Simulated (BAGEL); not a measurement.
# CH5Ge (SMILES [CH2][GeH3]) at ROHF/aug-cc-pVDZ (density fitting with qzvpp-jkfit)

Aim: the energy change on altering one bond length of CH5Ge at ROHF/aug-cc-pVDZ (density fitting with qzvpp-jkfit), from 2 runs. 

Program for the calculation: BAGEL 1.2.2.

3 further runs of the same task are left out: 2 that didn't finish, 1 set aside as unsound or not needed. Runs told in other sessions of the task aren't counted.

## (1) Starting point

CH5Ge: 7 atoms, total charge 0, spin state doublet. As SMILES, `[CH2][GeH3]`. Geometry: relaxed at PBE0-D4/def2-TZVP.

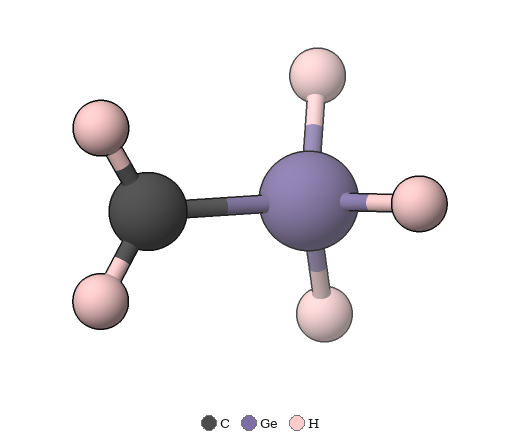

Viewed from a chosen angle; carbon dark grey, germanium purple, hydrogen pink.

## (2) The energy at ROHF/aug-cc-pVDZ (density fitting with qzvpp-jkfit)

Contents of calc.json:

```json
{ "bagel": [

{
  "title": "molecule",
  "basis": "aug-cc-pvdz.json",
  "df_basis": "qzvpp-jkfit",
  "angstrom": true,
  "geometry": [
    { "atom": "C", "xyz": [      -0.235900,      -1.139500,       0.109200 ] },
    { "atom": "Ge", "xyz": [       0.174700,       0.724600,      -0.092900 ] },
    { "atom": "H", "xyz": [      -1.173800,      -1.561300,      -0.234100 ] },
    { "atom": "H", "xyz": [       0.439600,      -1.826300,       0.606600 ] },
    { "atom": "H", "xyz": [      -0.432200,       1.260700,      -1.400600 ] },
    { "atom": "H", "xyz": [      -0.409600,       1.545200,       1.075500 ] },
    { "atom": "H", "xyz": [       1.698500,       0.928700,      -0.109300 ] }
  ]
},

{
  "title": "rohf",
  "nopen": 1
},

{
  "title": "print",
  "file": "orbitals.molden",
  "orbitals": true
}

]}
```

The basis set aug-cc-pVDZ is read from a file made from the Basis Set Exchange's data (not shown).

Launch:

```
$ BAGEL_NUM_THREADS=1 BAGEL calc.json > calc.out
```

The log of the run:

```text
* using 1 threads per process

  ===============================================================
  ===============================================================

  *** Geometry ***

  { "atom" : "C", "xyz" : [     -0.445786,     -2.153343,      0.206358 ] },
  { "atom" : "Ge", "xyz" : [      0.330135,      1.369296,     -0.175556 ] },
  { "atom" : "H", "xyz" : [     -2.218161,     -2.950429,     -0.442385 ] },
  { "atom" : "H", "xyz" : [      0.830724,     -3.451207,      1.146308 ] },
  { "atom" : "H", "xyz" : [     -0.816740,      2.382378,     -2.646750 ] },
  { "atom" : "H", "xyz" : [     -0.774032,      2.920005,      2.032400 ] },
  { "atom" : "H", "xyz" : [      3.209700,      1.754989,     -0.206547 ] },

  Number of auxiliary basis functions:      431

  Since a DF basis is specified, we compute 2- and 3-index integrals:
    o Being stored without compression. Storage requirement is 0.037 GB

  Number of basis functions:      104
  Number of electrons      :       43

    * METHOD: MOLECULE                             0.25

  *** Open-shell HF ***

  === Nuclear Repulsion ===
   109.7208259612

      * DIIS with orbital gradients will be used.

  === ROHF iteration (aug-cc-pvdz.json) ===
      0      -2115.88485075          0.03131972           0.15
      1      -2116.01438604          0.01652905           0.15
      2      -2116.04841050          0.00658164           0.14
      3      -2116.05530467          0.00129426           0.14
      4      -2116.05586002          0.00027991           0.15
      5      -2116.05593643          0.00007817           0.15
      6      -2116.05594403          0.00002268           0.15
      7      -2116.05594490          0.00000751           0.15
      8      -2116.05594516          0.00000206           0.14
      9      -2116.05594528          0.00000068           0.15
     10      -2116.05594528          0.00000041           0.16
     11      -2116.05594529          0.00000019           0.16
     12      -2116.05594529          0.00000006           0.16
     13      -2116.05594529          0.00000002           0.17
     14      -2116.05594529          0.00000001           0.16
    * SCF iteration converged.

    * S^2 (ROHF) is 0.7500

    * Permanent dipole moment:
           (    0.047879,     0.220791,    -0.026251) a.u.

    * METHOD: ROHF                                 2.48

    * METHOD: PRINT                                0.03

  ===============================================================
```

Run time: 2.9 s. Hardware: 1 thread of Arm Neoverse V1, shared host; peak memory 0.13 GiB.

## (3) The distorted shape at the same level

Contents of input.json:

```json
{ "bagel" : [

{
  "title" : "molecule",
  "basis" : "aug-cc-pvdz.json",
  "df_basis" : "qzvpp-jkfit",
  "angstrom" : "true",
  "geometry" : [
    { "atom" : "C", "xyz" : [      -0.144880,      -1.219902,       0.305324 ] },
    { "atom" : "Ge", "xyz" : [       0.265720,       0.644198,       0.103224 ] },
    { "atom" : "H", "xyz" : [      -1.082780,      -1.641702,      -0.037976 ] },
    { "atom" : "H", "xyz" : [       0.530620,      -1.906702,       0.802724 ] },
    { "atom" : "H", "xyz" : [      -0.432200,       1.260700,      -1.400600 ] },
    { "atom" : "H", "xyz" : [      -0.318580,       1.464798,       1.271624 ] },
    { "atom" : "H", "xyz" : [       1.789520,       0.848298,       0.086824 ] }
  ]
},

{
  "title" : "rohf",
  "nopen" : 1
},

{
  "title" : "print",
  "file" : "orbitals.molden",
  "orbitals" : "true"
}

]}
```

The basis set aug-cc-pVDZ is read from a file made from the Basis Set Exchange's data (not shown).

Launch:

```
$ BAGEL_NUM_THREADS=1 BAGEL input.json > input.out
```

The log of the run:

```text
* using 1 threads per process

  ===============================================================
  ===============================================================

  *** Geometry ***

  { "atom" : "C", "xyz" : [     -0.273784,     -2.305281,      0.576979 ] },
  { "atom" : "Ge", "xyz" : [      0.502138,      1.217358,      0.195065 ] },
  { "atom" : "H", "xyz" : [     -2.046158,     -3.102367,     -0.071764 ] },
  { "atom" : "H", "xyz" : [      1.002726,     -3.603145,      1.516929 ] },
  { "atom" : "H", "xyz" : [     -0.816740,      2.382378,     -2.646750 ] },
  { "atom" : "H", "xyz" : [     -0.602029,      2.768067,      2.403021 ] },
  { "atom" : "H", "xyz" : [      3.381703,      1.603051,      0.164074 ] },

  Number of auxiliary basis functions:      431

  Since a DF basis is specified, we compute 2- and 3-index integrals:
    o Being stored without compression. Storage requirement is 0.037 GB

  Number of basis functions:      104
  Number of electrons      :       43

    * METHOD: MOLECULE                             0.23

  *** Open-shell HF ***

  === Nuclear Repulsion ===
   108.1744444120

      * DIIS with orbital gradients will be used.

  === ROHF iteration (aug-cc-pvdz.json) ===
      0      -2115.85565029          0.03245862           0.14
      1      -2115.99400895          0.01788534           0.14
      2      -2116.03387220          0.00721040           0.14
      3      -2116.04228533          0.00138931           0.14
      4      -2116.04297338          0.00032393           0.14
      5      -2116.04306696          0.00009266           0.14
      6      -2116.04307712          0.00002745           0.14
      7      -2116.04307820          0.00000955           0.14
      8      -2116.04307854          0.00000331           0.14
      9      -2116.04307868          0.00000129           0.14
     10      -2116.04307869          0.00000065           0.15
     11      -2116.04307869          0.00000023           0.14
     12      -2116.04307869          0.00000009           0.14
     13      -2116.04307869          0.00000004           0.14
     14      -2116.04307869          0.00000002           0.14
     15      -2116.04307869          0.00000001           0.14
    * SCF iteration converged.

    * S^2 (ROHF) is 0.7500

    * Permanent dipole moment:
           (   -0.019929,     0.298407,    -0.184086) a.u.

    * METHOD: ROHF                                 2.49

    * METHOD: PRINT                                0.03

  ===============================================================
```

Wall time 2.9 s (1 thread of Arm Neoverse V1, shared host); peak memory 0.13 GiB.

## (4) Outcome

Level: ROHF/aug-cc-pVDZ (density fitting with qzvpp-jkfit).

```
                                                          quantity           value
                                         first shape: total energy  -2116.05595 Eh
                                        first shape: dipole moment          0.58 D
                                                 first shape: ⟨S²⟩           0.750
                                     distorted shape: total energy  -2116.04308 Eh
                                    distorted shape: dipole moment          0.89 D
                                             distorted shape: ⟨S²⟩           0.750
energy change with the Ge2–H5 bond stretched from 1.538 to 1.769 Å        0.350 eV
```

With the Ge2–H5 bond stretched from 1.538 to 1.769 Å the energy rises by 0.35 eV (8.1 kcal/mol). The first shape isn't relaxed at this level, so the change isn't measured from a minimum.
